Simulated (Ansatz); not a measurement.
# CH₃F₂In: an energy map over two coordinates

How does the energy of CH₃F₂In, SMILES F[CH2][InH][F] change over two coordinates at once? A grid of runs gives the map.

Computed with Ansatz 0.2.0. Level: RKS CAM-B3LYP-D4/def2-SVP.

## 1. The starting structure

SMILES `F[CH2][InH][F]`, 7 atoms, charge 0, spin multiplicity 1.

Atoms are counted from 1 here; the program's logs count them from 0.

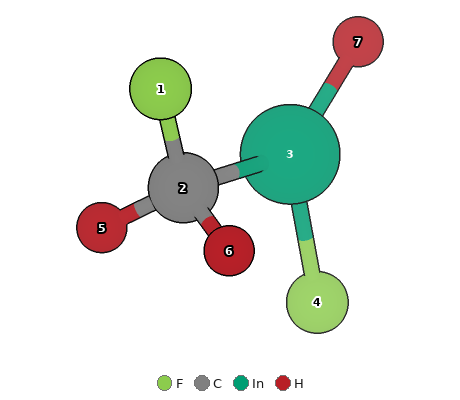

The starting geometry (fluorine green, carbon grey, indium teal, hydrogen red); atoms are numbered from 1 in the order of the file.

Geometry (Å):

```
F     0.6744    1.7799    0.8538
C    -0.2914    0.8257    0.5896
In    0.4815   -0.8201   -0.6525
F    -0.9930   -2.1306   -0.9694
H    -1.1497    1.2883    0.0526
H    -0.6711    0.3917    1.5421
H     1.9493   -1.3349   -1.4161
```

This geometry comes from a loose relaxation at PBE in a small basis, which is not shown.

## 3. Setting up the map

First coordinate, umbrella angle at In3 (between each of its bonds and their common axis; 90 is planar): 15 values from 66.0 to 114.0 °. Second coordinate, change of the bonds In3–C2, In3–F4, In3–H7, all alike: 15 values from −0.214 to 0.331 Å.

Nothing else is relaxed (all other coordinates rigid). Energies count from the relaxed molecule at the same level. Points are written as (first, second).

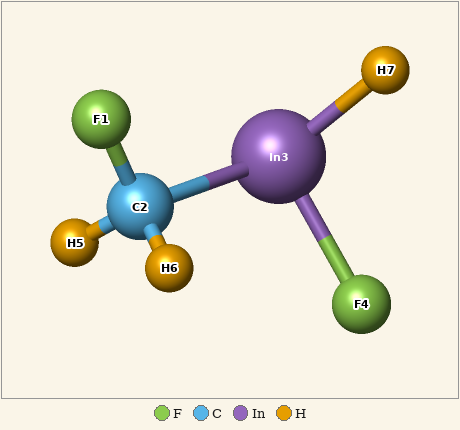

The geometry at (114.0°, 0.136 Å).

(The set-up runs are not shown.)

## 4. Grid point (114.0°, 0.136 Å)

input.yaml

```yaml
crystal:
  periodic: [false, false, false]
  atoms:
    - { symbol: F, position_ang: [1.026106, 1.090519, 1.708497] }
    - { symbol: C, position_ang: [-0.025191, 0.290576, 1.316947] }
    - { symbol: In, position_ang: [0.461927, -0.822594, -0.641796] }
    - { symbol: F, position_ang: [-0.718273, -2.520839, -0.254289] }
    - { symbol: H, position_ang: [-0.92578, 0.91033, 1.174393] }
    - { symbol: H, position_ang: [-0.246391, -0.441148, 2.111386] }
    - { symbol: H, position_ang: [2.103495, -1.655131, -0.7567] }
basis:
  gaussian: { orbitals: def2-SVP }
hamiltonian:
  xc: { name: CAM-B3LYP }
  dispersion: d4
output:
  forces: true
```

Started as:

```bash
> ansatz run input.yaml --threads 1 --pin off --max-ram 2560MiB --backend cpu --events-out ev --progress --plain --runs-dir out
```

Further runs follow: the other points that were computed.

**Question.** What will these runs give? Wanted: lowest point; highest computed point; dipole moment; largest force on an atom.

The runs gave:

```
                       quantity                                                                            value
                   lowest point                                                     (90.0°, 0.019 Å), 0.8 kJ/mol
         highest computed point                                   (66.0°, −0.214 Å), 269 kJ/mol above the lowest
              dipole moment (D)  0.66 at (90.0°, −0.214 Å) to 4.30 at (66.0°, 0.331 Å); 1.57 at the lowest point
largest force on an atom (eV/Å)     0.4 at (90.0°, 0.019 Å) to 8.9 at (66.0°, −0.214 Å); 0.4 at the lowest point
        time for the whole task                                                 8.8 min on 1 thread, shared host
```

The lowest computed point is at (90.0°, 0.019 Å), 0.8 kJ/mol from the relaxed molecule at the same level. The grid is coarse, so the lowest point of the scanned range may lie between grid points; coordinates that were held can hide deeper minima. No other kind of well shows on this grid. The highest computed point, (66.0°, −0.214 Å), lies 269 kJ/mol above the lowest. Round the minimum the two coordinates are nearly uncoupled.
